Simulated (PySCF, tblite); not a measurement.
# C₅H₃BNO₄−: geometry, infrared bands and NMR shifts

Wanted: the infrared bands and NMR shifts of C₅H₃BNO₄− (`C=C[B-]1(C#N)OC(=O)C(=O)O1`), by calculation.

Programs: tblite 0.8.0 and PySCF 2.14.0, with density-fitted response routines of our own. Each step states its level of theory. These are calculated values for one molecule in the gas phase, unless marked as measured. Atoms count from 0, in the outputs and in this text.

## (1) Starting geometry

14 atoms, charge -1, multiplicity 1; geometry from: force field or distance geometry start.

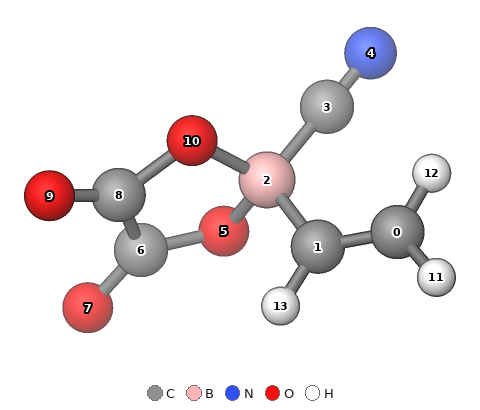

The starting geometry (carbon grey, boron pink, nitrogen blue, oxygen red, hydrogen white), atoms numbered.

## (2) Relaxing the molecule with GFN2-xTB

Job settings and geometry (Å):

```
{"job": {"kind": "relax", "xc": "GFN2-xTB", "basis": "xTB"}, "charge": -1, "multiplicity": 1}
C     -2.218000    -0.667600    -0.323000
C     -1.001100    -0.684300     0.117400
B     -0.026600     0.522100    -0.139600
C     -0.757700     1.748100    -0.744900
N     -1.287100     2.648800    -1.188900
O      0.639500     0.801500     1.143800
C      1.817500     0.062800     1.129500
O      2.567600    -0.222200     2.133800
C      2.146600    -0.396700    -0.213800
O      3.131600    -1.087400    -0.565000
O      1.107200     0.105100    -1.034500
H     -2.948800    -1.491600    -0.161000
H     -2.605500     0.191200    -0.875000
H     -0.565800    -1.530400     0.699100
```

Run with:

```sh
$ OMP_NUM_THREADS=1 python probes_run.py task.json out
```

This one command runs all jobs of the session in turn.

**Question.** This job is followed by: GFN2-xTB harmonic vibrations, gas phase; GIAO PBE0/pcSseg-1 NMR shielding, non-relativistic, gas phase. Predict these results of the whole session: strongest single infrared mode (GFN2-xTB); zero-point energy (GFN2-xTB); ¹³C shifts against TMS (PBE0/pcSseg-1, means over atoms taken as alike); ¹H shifts against TMS (PBE0/pcSseg-1); ¹¹B shifts against BF3·OEt2 (PBE0/pcSseg-1); ¹⁵N shifts against NH3 (PBE0/pcSseg-1); ¹⁷O shifts against H2O (PBE0/pcSseg-1, means over atoms taken as alike).

The runs gave:

| quantity | value |
| --- | --- |
| strongest single infrared mode (GFN2-xTB) | 1786 cm⁻¹, 1158 km/mol |
| zero-point energy (GFN2-xTB) | 50.2 kcal/mol |
| ¹³C shifts against TMS (PBE0/pcSseg-1, means over atoms taken as alike) | 167.5, 158.8, 134.5, 127.2 ppm |
| ¹H shifts against TMS (PBE0/pcSseg-1) | 6.08, 5.88, 5.54 ppm |
| ¹¹B shifts against BF3·OEt2 (PBE0/pcSseg-1) | -4.7 ppm |
| ¹⁵N shifts against NH3 (PBE0/pcSseg-1) | 317.9 ppm |
| ¹⁷O shifts against H2O (PBE0/pcSseg-1, means over atoms taken as alike) | 403.8, 249.9 ppm |

**Reading.** The optimisation took 60 steps and gained 1.031 eV; among the close pairs (by a distance rule), C8–O10 changed most, from 1.416 to 1.302 Å. All 36 modes are real, so the xTB geometry is a minimum. The strongest single mode, at 1786 cm⁻¹, is carried by C6, C8, O7, O9. GFN2-xTB is a fitted tight-binding method: band positions and strengths are rough. Its intensities can rank the bands wrongly. At PBE0/pcSseg-1: The widest tensor belongs to O7, O9: span 646 ppm, with a paramagnetic part of -464 ppm.
